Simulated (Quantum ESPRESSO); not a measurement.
The Mo L₃ edge of atom 1 in Mo (Im-3m), with 8 Mo at 2.73 Å and 6 Mo at 3.15 Å (cube and octahedron, as in bcc, site symmetry m-3m), was computed in 2 ways: excited-electron core hole (neutral cell) and no core hole. Program and functional: Quantum ESPRESSO XSpectra, PBE, Lorentzian half width 0.89 eV up to 4 eV, rising linearly to 1.75 eV at 25 eV (not a setting of the program: the run's 0.4 eV curve was folded afterwards with a further Lorentzian); cells of 1 and 8 atoms (the run without a hole in the smaller).

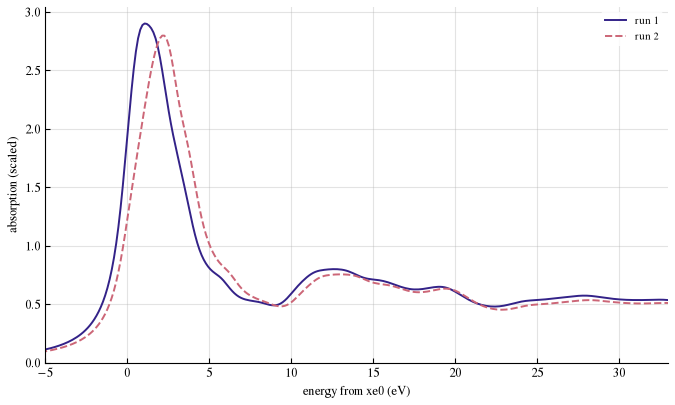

Each run is counted from its own lowest empty level or Fermi level and scaled to a mean of 1 over its first 20 eV.

Which run is which?

Run 1: excited-electron core hole (neutral cell) (area from −2 to 6 eV 12.5, main maxima 1.1 eV (2.90), 12.7 eV (0.80) and 27.9 eV (0.57)). Run 2: no core hole (area from −2 to 6 eV 12.2, main maxima 2.1 eV (2.80), 13.0 eV (0.75) and 28.2 eV (0.53)). With each curve scaled to its own mean, the area from −2 to 6 eV with the hole is 12.5 against 12.2, and the centre of weight from −1 to 20 eV moves by -0.2 eV (first and strongest maxima below 20 eV: 2.1 eV (2.80) and 13.0 eV (0.75) without the hole, 1.1 eV (2.90) and 12.7 eV (0.80) with it); the shape changes all the same, by 24 % r.m.s.

[Hosts, paths, dates, database ids (printed as entryN), source tags and the programs' standing remarks are cut or masked in the printed files.]

[Lists of maxima count a maximum above −3 eV only where it reaches 4 % of the highest in the window and stands out from its surroundings by 2 % of it (1.5 % where it reaches 55 %); shoulders and weaker maxima are passed over, and of the rest the first, up to two pre-edge ones and the few strongest are named.]
